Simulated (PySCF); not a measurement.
```xyz
16

C    -2.3767   -0.2490    0.4620
C    -1.5144   -0.0360   -0.7830
C    -0.0840    0.1430   -0.4153
C     0.7031    1.1982   -0.4086
C     2.0871    0.9109    0.0407
C     1.9232   -0.5918    0.3959
O     0.5859   -0.9803    0.0642
H    -2.0280   -1.1208    1.0096
H    -3.4155   -0.4042    0.1804
H    -2.3163    0.6189    1.1149
H    -1.6011   -0.9074   -1.4357
H    -1.8478    0.8487   -1.3267
H     2.8192    1.0695   -0.7536
H     2.3783    1.5072    0.9063
H     2.0708   -0.7684    1.4657
H     2.6085   -1.2297   -0.1691
```

Geometry: GFN2-xTB.

Computed with UKS B3LYP, pcH-1 on C H O, non-relativistic, mean-field spin-orbit, GIAO (PySCF).

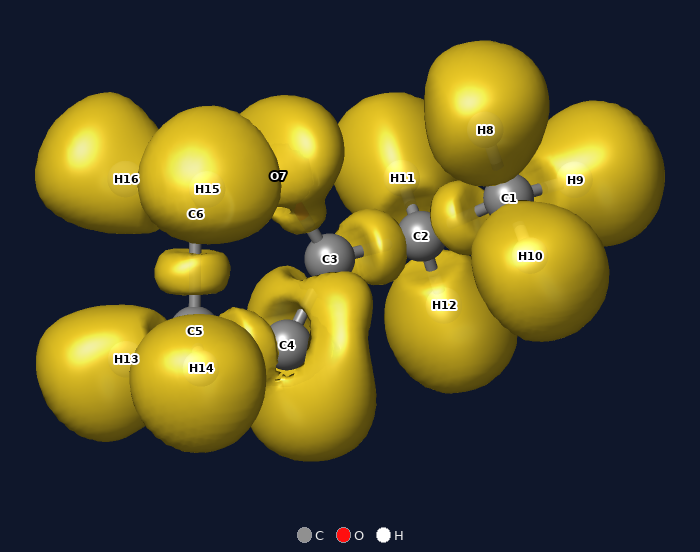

C$_{6}$H$_{9}$O (SMILES CCC1=[C]CCO1) (doublet). Isosurface of the electron localisation function at 0.75 (yellow), seen at a tilt. Only the valence region is drawn (cores and ρ < 0.01 e/Å³ removed).

### Identify the bonds, lone pairs and shells in this picture.

The ELF exceeds this value in three regions between bonded C–C atoms (shared pairs), nine regions around hydrogen nuclei, one region on C in which the atom's valence shell and bonds are merged and one region on O in which the atom's valence shell and bonds are merged. Profiles from the grid: C–C (1.32 Å): the ELF peaks at about 0.90 between the atoms; a multiple bond. C–O (1.39 Å): the ELF peaks at about 0.85 between the atoms, as expected for a polar covalent bond.
